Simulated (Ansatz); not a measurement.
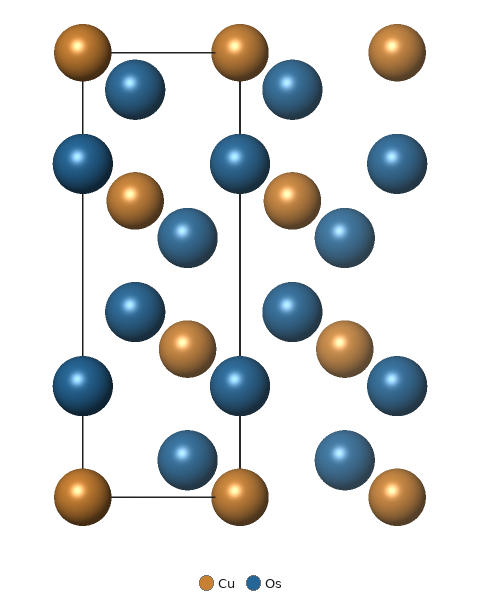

The picture looks along a close-packed row of the hexagonal mesh; [111] points upwards. Every atom sits on one of the three columns of the mesh; call them A, B, C in the order in which they first turn up. The box is the hexagonal cell of the face-centred cubic lattice. The sequence starts with the first layer at or above the cell's origin.

CuOs₂: the geometry relaxed with DFT PBE, scalar-relativistic, plane waves, PAW (Ansatz); the starting structure was generated, so it need not be a known form of this composition.

Q: Read off the stacking sequence over one period.

A: Cu(A) – Os(B) – Os(A) – Cu(B) – Os(C) – Os(B) – Cu(C) – Os(A) – Os(C) (nine layers in 9.82 Å).
